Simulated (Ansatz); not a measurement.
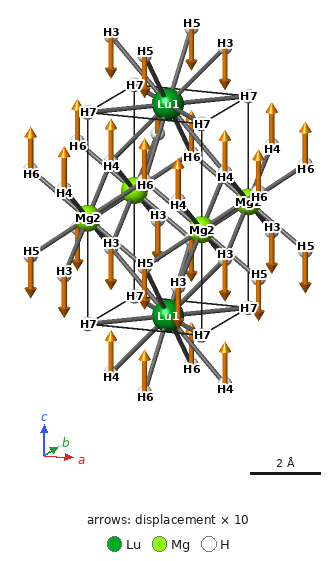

A relaxation of crystalline LuMgH5 (built on the MgPPd5-123 type type). The starting structure is drawn; orange arrows show the displacements (the part carried along by the change of the cell is left out), magnified 10 times.

The picture is a ball-and-stick view of the cell of the calculation, seen slightly off an axis.

Level of theory: Ansatz, DFT, PBEsol, plane waves, PAW. Settings: plane-wave cutoff 420 eV; k-point mesh 6 × 6 × 4; occupations fermi dirac; smearing width 0.03 eV; no spin polarisation; cell and atoms relaxed; force threshold 0.01 eV/Å; at most 120 steps.

> Atoms of which element are displaced furthest, and by how much?

Hydrogen: up to 0.13 Å, against 0.00 Å for magnesium.

> Describe the change and its energy.

The energy falls by 252 meV per atom in 7 accepted moves (9 points after the start). Largest force component: 0.58 eV/Å at the start, 0.0013 eV/Å at the end. The pressure goes from −15.48 to 0.01 GPa. The SCF was repeated twice at an unchanged geometry on a basis and grid sized afresh for the cell, which shifted the energy by 1.2 meV per atom at most. The largest moves relative to the cell, 0.13 Å, are those of H3, H4, H5 and H6. H3 goes along −c. Mg and Lu stay in place. Cell: a = b 3.539 → 3.276 Å (−7.4 %), c 6.265 → 5.226 Å (−16.6 %). Volume −28.5 %. Some distances before and after: Lu1–H3 2.565 → 2.169 Å, Lu1–Lu1 3.539 → 3.276 Å, Lu1–H7 2.502 → 2.317 Å, Mg2–H3 2.182 → 2.026 Å. Bond angles that change, for instance: Lu1–H4–Lu1 87.2° → 98.1°, Lu1–H4–Mg2 115.0° → 112.7°. The space group stays P4/mmm (No. 123).
